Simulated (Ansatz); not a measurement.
# CH4SiTe: the cost of one run

All numbers are computed with the Python package of Ansatz 0.2.0. Level of theory: B3LYP/def2-SVP.

## (1) The system

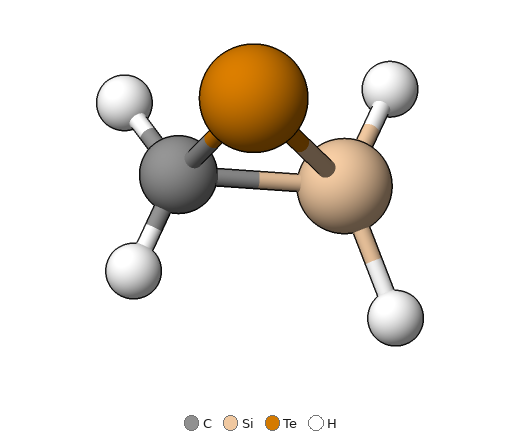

The structure that the script starts from, seen from a chosen angle (carbon grey, silicon light orange, tellurium orange, hydrogen white).

The script holds or builds the structure itself.

## (2) The code

run_md.py reads:

```python
"""A short Born-Oppenheimer trajectory of CH4SiTe."""

import ansatz as az
import numpy as np

molecule = (
    az.Crystal.molecule()
    .atom("C", [-0.6162, -0.4098, -0.4656])
    .atom("Si", [0.6544, 0.5366, 0.4033])
    .atom("Te", [0.0342, -1.8924, 0.8047])
    .atom("H", [-0.3673, -0.5257, -1.5541])
    .atom("H", [-1.6828, -0.0159, -0.2437])
    .atom("H", [0.1477, 1.4906, 1.4164])
    .atom("H", [1.8913, 0.7485, -0.4068])
)

model = molecule.calculation()
model = model.basis(gaussian="def2-SVP")
model = model.functional("B3LYP").md("nvt_langevin", timestep=0.5, steps=30, temperature=800, initial_velocities="maxwell_boltzmann", seed=53, friction=0.01)
frames = []
out = model.session().plan().execute(on_event=lambda e: frames.append(e["data"]) if e["event"] == "md_step" else None)
print("t (fs)   E_pot (eV)      E_kin (eV)   T (K)   d(0-1) (A)")
for f in frames[::1]:
    xyz = np.array(f["positions_ang"])
    print(f"{f['time_fs']:6.2f} {f['lagrangian_ev']:14.5f} {f['e_kin_ev']:10.5f} {f['temperature_k']:8.1f} {np.linalg.norm(xyz[0] - xyz[1]):9.4f}")
print("mean temperature", round(float(np.mean([f["temperature_k"] for f in frames])), 1), "K")
symbols = [site.symbol for site in molecule.cartesian_sites]
with open("last_frame.xyz", "w") as handle:
    handle.write(f"{len(symbols)}\nt = {frames[-1]['time_fs']} fs\n")
    handle.writelines("{:2s} {:10.5f} {:10.5f} {:10.5f}\n".format(s, *xyz) for s, xyz in zip(symbols, frames[-1]["positions_ang"]))
```

## (3) Launch

Launch:

```
python run_md.py
```

Q: Estimate wall time and peak memory on 1 thread of Arm Neoverse V2, shared host.

About 97 s, with a peak of 0.23 GiB.
